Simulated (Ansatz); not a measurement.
```xyz
7

Cl    1.0902   -0.8228   -0.4769
In   -1.5000    0.0531    1.7742
Si   -0.9419   -0.2723   -0.7366
H    -0.9680    0.9378   -1.6329
H    -1.6209   -1.3958   -1.4748
H    -1.1900    1.5974    2.5285
H    -1.9704   -1.3309    2.7299
```

Geometry: PBE-D3(BJ)/def2-SVP; core potentials replace the inner electrons of In.

Computed with Ansatz 0.2.0, isolated molecule in a Gaussian basis; Kohn-Sham density functional theory, functional PBE0.

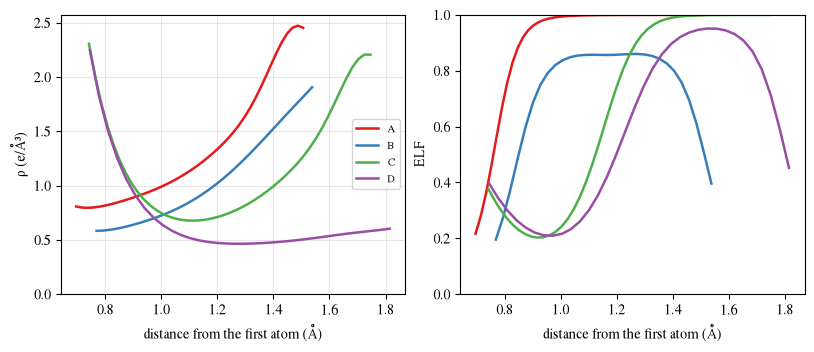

ClH4InSi. Electron density and electron localisation function along straight lines between neighbouring atoms. The curves leave out the atomic cores.

Which curve belongs to which contact (In–H, In–Si, Si–Cl and Si–H)? The first atom named is at distance zero.

Curve A: Si–H (1.51 Å): the density is about 0.8 e/Å³ at the midpoint; the ELF climbs to about 1 towards the hydrogen, as it does in any bond to H. Curve B: Si–Cl (2.12 Å): ρ is about 0.79 e/Å³ halfway; the ELF peaks at about 0.85 between the atoms (a polar covalent bond). Curve C: In–H (1.75 Å): ρ is about 1.1 e/Å³ halfway; the ELF climbs to about 1 towards the hydrogen. Curve D: In–Si (2.59 Å): the density is about 0.46 e/Å³ at the midpoint; the ELF peaks at about 0.95 between the atoms (localised, covalent bonding).
